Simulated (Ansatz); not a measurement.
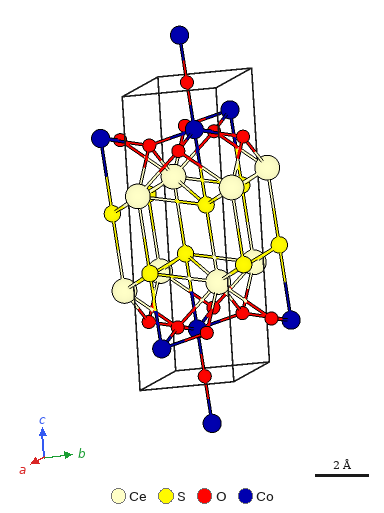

Shown here is a ball-and-stick view of the crystal, taken slightly off an axis. Lines trace the edges of the simulation cell. The bonded neighbours beyond the faces are included.

```yaml
crystal:
  lattice:
    - [0.00000, 3.83768, 0.00000]
    - [3.83768, 0.00000, 0.00000]
    - [1.91884, 1.91884, -11.58655]
  atoms:
    - { symbol: Ce, position: [0.16650, 0.16650, 0.66700] }
    - { symbol: Ce, position: [0.83350, 0.83350, 0.33300] }
    - { symbol: S, position: [0.70460, 0.70460, 0.59080] }
    - { symbol: S, position: [0.29540, 0.29540, 0.40920] }
    - { symbol: O, position: [0.09810, 0.59810, 0.80380] }
    - { symbol: O, position: [0.59810, 0.09810, 0.80380] }
    - { symbol: O, position: [0.90190, 0.40190, 0.19620] }
    - { symbol: O, position: [0.40190, 0.90190, 0.19620] }
    - { symbol: Co, position: [0.57884, 0.57884, 0.84232] }
    - { symbol: Co, position: [0.42116, 0.42116, 0.15768] }
    - { symbol: O, position: [0.50000, 0.50000, 0.00000] }
```

Electronic-structure method: DFT, PAW plane waves, r2SCAN (Ansatz 0.2.0). Parameters: plane waves to 500 eV, a 5×5×5 grid in reciprocal space, Fermi-Dirac smearing of 0.022 eV, no spin polarisation (a spin-restricted run, not always the ground state). The pressure of the cell is -11 GPa.

Q: Give the Bader charge of each element.

A: Ce +2.13 e; Co +1.47 e; S -1.11 e; O -1.06 to -0.72 e.

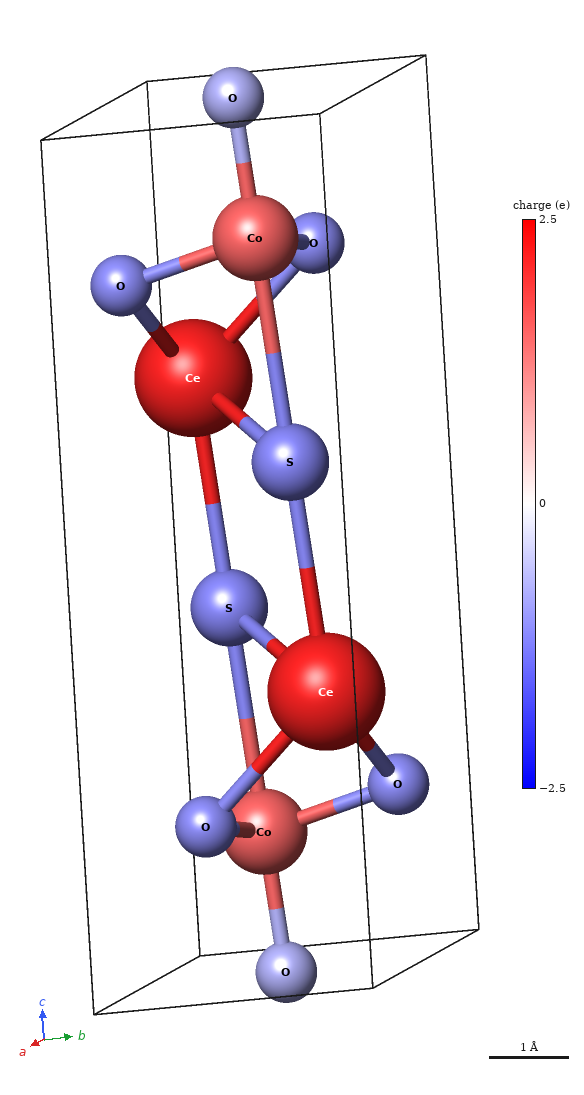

The atoms coloured by those charges.

The geometry is that of a generated cell, made by putting these elements into a known structure type (the compound may or may not exist in this form), without relaxation. A calculation with Ansatz used it as input.

At this level of theory the cell isn't at rest (stretched, at -11 GPa and forces up to 3.3 eV/Å), so its distances can differ from those at equilibrium, the more so the softer the solid.
